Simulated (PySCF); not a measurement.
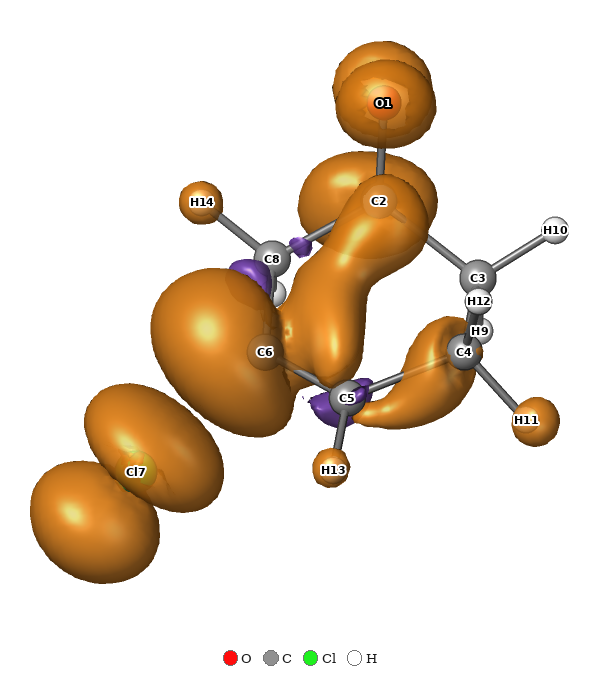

The picture shows: C6H7ClO (charge −1, doublet). Isosurfaces of the spin density at +0.015 (orange) and −0.015 e/Å³ (purple), seen at a tilt.

Geometry: GFN2-xTB.

These are results of PySCF, UKS B3LYP, pcH-1 on C Cl H O, non-relativistic, mean-field spin-orbit, GIAO, not measurements.

| atom | x (Å) | y (Å) | z (Å) |
| --- | --- | --- | --- |
| O | -0.3679 | -2.0151 | 1.4439 |
| C | -0.0624 | -1.3171 | 0.4676 |
| C | -1.1047 | -0.7158 | -0.4553 |
| C | -1.2899 | 0.7527 | -0.0500 |
| C | 0.0729 | 1.3917 | 0.0831 |
| C | 1.1735 | 0.6869 | 0.2560 |
| Cl | 2.9550 | 1.7006 | -0.5108 |
| C | 1.3186 | -0.7893 | 0.2159 |
| H | -0.7538 | -0.7580 | -1.4901 |
| H | -2.0454 | -1.2653 | -0.3686 |
| H | -1.9040 | 1.2920 | -0.7859 |
| H | -1.8178 | 0.7946 | 0.9111 |
| H | 0.1046 | 2.4720 | 0.0516 |
| H | 2.0147 | -1.1482 | 0.9780 |
| H | 1.7022 | -1.0738 | -0.7683 |

Which atoms carry the spin?

The unpaired spin (1 electron) lies mostly on C6 (about 0.4), Cl7 (about 0.3), O1 (about 0.1) and C2 (about 0.1), in electrons by Hirshfeld's partition.
